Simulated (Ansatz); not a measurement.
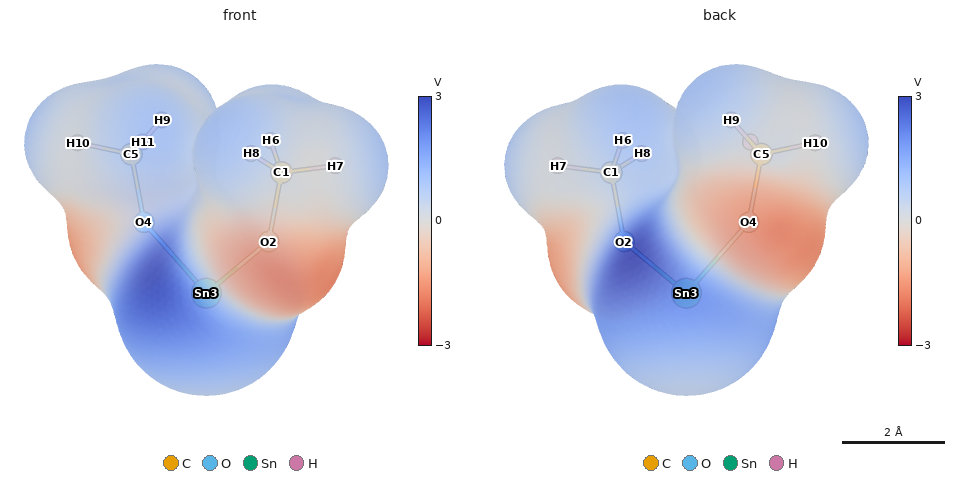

Figure. C2H6O2Sn (SMILES C[O][Sn][O]C). The electrostatic potential painted on the density surface at 0.004 e/bohr³, seen from the front and from behind; red is negative and blue positive.

Geometry: PBE0-D4/def2-TZVP; core potentials replace the inner electrons of Sn.

Level of theory: RKS PBE0-D4/def2-TZVPP (Ansatz).

Input file:

```
crystal:
  periodic: [false, false, false]
  atoms:
    - {symbol: C, position_ang: [-0.653943, 1.413312, -0.780719]}
    - {symbol: O, position_ang: [0.479342, 1.037159, -1.510929]}
    - {symbol: Sn, position_ang: [1.653353, -0.549757, -1.552307]}
    - {symbol: O, position_ang: [1.089335, -1.562253, 0.046166]}
    - {symbol: C, position_ang: [0.275329, -1.294597, 1.152838]}
    - {symbol: H, position_ang: [-1.254211, 0.556648, -0.452409]}
    - {symbol: H, position_ang: [-1.291968, 2.048972, -1.404991]}
    - {symbol: H, position_ang: [-0.378163, 1.991700, 0.109856]}
    - {symbol: H, position_ang: [-0.755298, -1.626906, 0.976684]}
    - {symbol: H, position_ang: [0.656268, -1.841129, 2.022861]}
    - {symbol: H, position_ang: [0.245156, -0.230149, 1.413551]}
basis:
  gaussian: {orbitals: def2-TZVPP}
hamiltonian: {xc: pbe0, dispersion: d4}
output: {orbitals: {seedname: orbitals}}
```

Run with:

```sh
ansatz run in.yaml --threads 4 --pin off --events-out ev --progress --plain --max-ram 10444MiB
```

Q: Where is the surface potential most negative and most positive?

A: The most negative region (about −1.7 V) lies over O2 and O4, the most positive (about +2.9 V) over Sn3.
